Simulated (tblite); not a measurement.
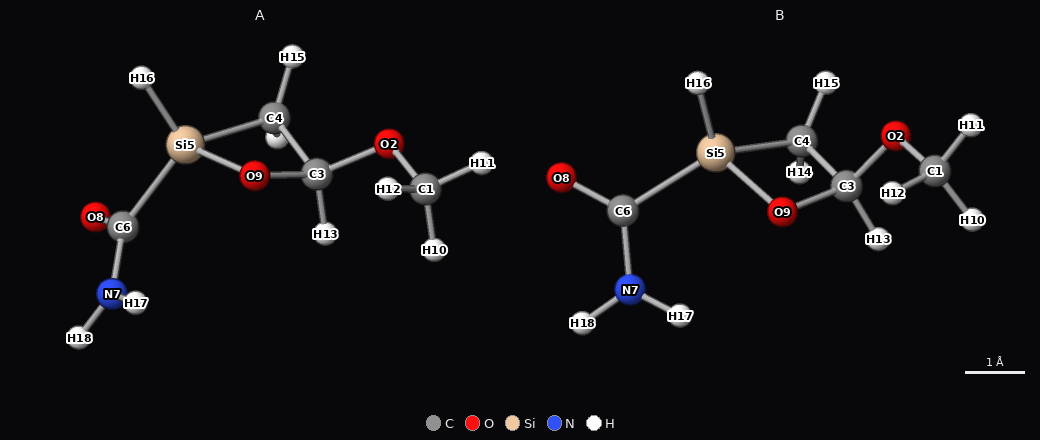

Two geometries of C₄H₉NO₃Si, drawn at one scale. One is the start of a relaxation, the other its converged end. The picture is a ball-and-stick view, seen at a tilt.

The calculation used tblite, GFN2-xTB geometry optimisation, gas phase. 

Q: Which geometry has the lower energy?

A: Structure B is the relaxed one. The largest move after the best rigid fit is that of O8, 1.65 Å. Largest moves by element: O 1.65 Å, H 1.11 Å, C 0.56 Å, N 0.41 Å, Si 0.24 Å. Near-neighbour distances that change, for instance: C4–Si5 1.853 → 1.909 Å, O2–C3 1.425 → 1.377 Å, C3–C4 1.571 → 1.528 Å, Si5–H16 1.490 → 1.458 Å. Bond angles that change, for instance: C4–Si5–C6 116.5° → 122.4°, O9–Si5–H16 109.8° → 114.3°, Si5–C6–O8 117.4° → 121.4°. Groups turn about Si5–C6 by about 45°, C3–O9 by about 35°, C3–C4 by about 30°. The energy falls by 11.1 kcal/mol in 130 geometry steps. Cost: 3.2 s on 1 thread of Intel(R) Xeon(R) Processor @ 2.50GHz, on a shared host.
